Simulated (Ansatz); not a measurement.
## TiB2: pressure series

Consider TiB₂ (space group P6/mmm, No. 191).

```cif
data_B2Ti
_chemical_formula_sum 'Ti1 B2'
_space_group_name_H-M_alt 'P6/mmm'
_space_group_IT_number 191
_space_group_name_Hall '-P 6 2'
_cell_length_a 3.03199
_cell_length_b 3.03199
_cell_length_c 3.22435
_cell_angle_alpha 90.000
_cell_angle_beta 90.000
_cell_angle_gamma 120.000
loop_
_atom_site_label
_atom_site_type_symbol
_atom_site_symmetry_multiplicity
_atom_site_Wyckoff_symbol
_atom_site_fract_x
_atom_site_fract_y
_atom_site_fract_z
_atom_site_occupancy
Ti1 Ti 1 a 0.00000 0.00000 0.00000 1
B1 B 2 d 0.33333 0.66667 0.50000 1
```

Cell and atoms are relaxed at each pressure.

Calculations: DFT with PBE, PAW potentials and a 420 eV plane-wave cutoff in Ansatz (a quantum-chemistry and plane-wave program), no SOC.

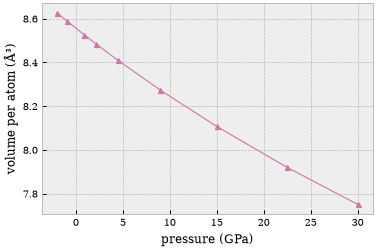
*Volume against pressure*

Task: Estimate the zero-pressure bulk modulus from the plot.

Result: About 250 GPa; a third-order Birch–Murnaghan fit to the points gives V₀ = 8.56 Å³/atom, B₀ = 250 GPa and B₀′ = 3.9.

Load acts through the strain it causes; cell and atoms are relaxed under it. No phonon test of stability was made. No other phases were tried under pressure. The final runs are not spin-polarised.
